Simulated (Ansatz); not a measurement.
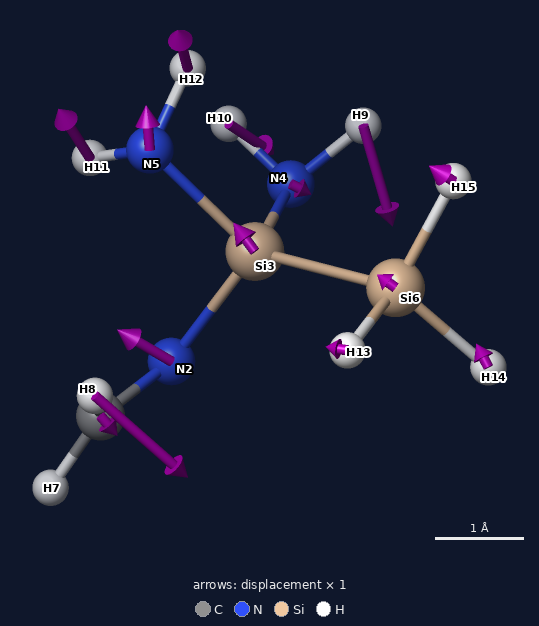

A relaxation of CH9N3Si2. The starting structure is drawn; purple arrows show the displacements, at their true length. The two geometries are superimposed by the best rigid fit.

The picture is a ball-and-stick view, seen at a tilt.

The run prepares an end point of a later path (inversion) calculation, from a guessed geometry.

Method: Ansatz, RKS PBE-D4/6-31G. Set-up: no spin polarisation; force threshold 0.015 eV/Å; at most 40 steps.

### Which element moves most?

Hydrogen: up to 1.56 Å, against 0.79 Å for nitrogen.

### What did the optimiser do to the structure, and how much energy did it gain?

The energy falls by 2.903 eV in 21 accepted moves (26 points after the start). The largest force component goes from 4.7 to 0.0095 eV/Å. The line search rejected the trial steps at points 10, 15, 19, 21, 25 of the run. The forces were under the threshold at step 22, but the run went on from there. The atom that moves furthest after the best rigid fit is an H atom (1.56 Å). Largest moves by element: H 1.56 Å, N 0.79 Å, Si 0.42 Å, C 0.31 Å. Some distances before and after: N–Si 1.715 → 1.841 Å, Si–Si 2.292 → 2.384 Å, H–N 1.099 → 1.016 Å, N–Si 1.704 → 1.766 Å. Among the angles between lasting bonds that change: N–Si–N 91.9° → 113.6°, Si–N–H 105.8° → 124.3°, Si–N–H 105.1° → 122.7°. Groups turn about N–Si by about 80°.

Limits of the set-up: the basis has no polarisation functions, which atoms past neon need.
